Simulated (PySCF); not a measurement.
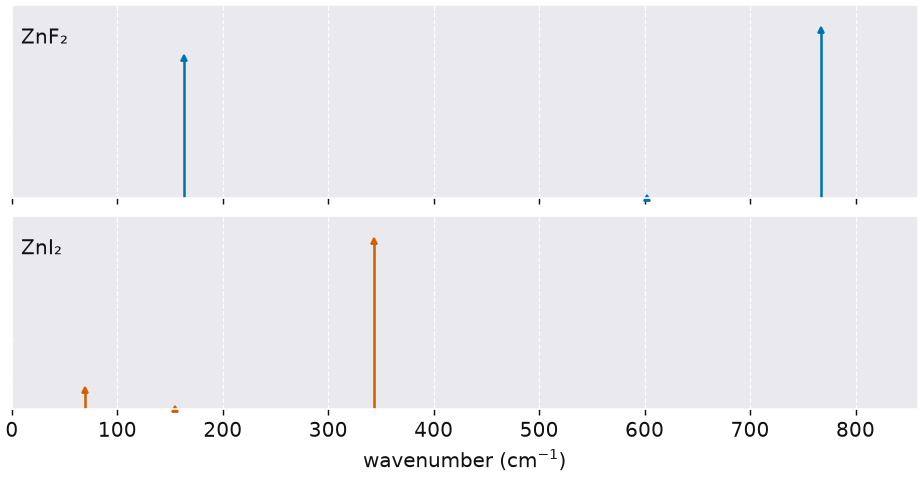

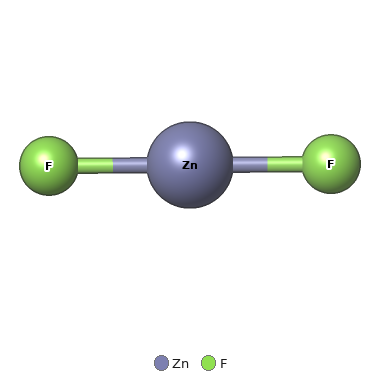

Harmonic infrared lines of ZnF₂ and ZnI₂, all D∞h singlets, each the lowest point that its search found (ZnF₂ is drawn); the ligand atom changes down one group of the periodic table. PBE0/def2-TZVP (core potentials past Kr), PySCF 2.14.0, unscaled, no spin-orbit coupling; each panel is scaled to its strongest line, degenerate modes are one line with their intensities summed, and dots on the axis are modes too weak to show or inactive.

How do the bond length and the stretches change along the series?

Answer. Mean bond length: ZnF₂ 1.732, ZnI₂ 2.418 Å, rising down the group. Highest σu+ mode: ZnF₂ 767, ZnI₂ 343 cm⁻¹, falling down the group.

Give the modes by symmetry (cm⁻¹).

Answer.
| symmetry | ZnF₂ | ZnI₂ |
| --- | --- | --- |
| πu | 162.8 | 68.9 |
| σg+ | 601.8 | 155.1 |
| σu+ | 767.3 | 343.0 |

Caveats, for all or some of the runs: closed-shell stability not tested.
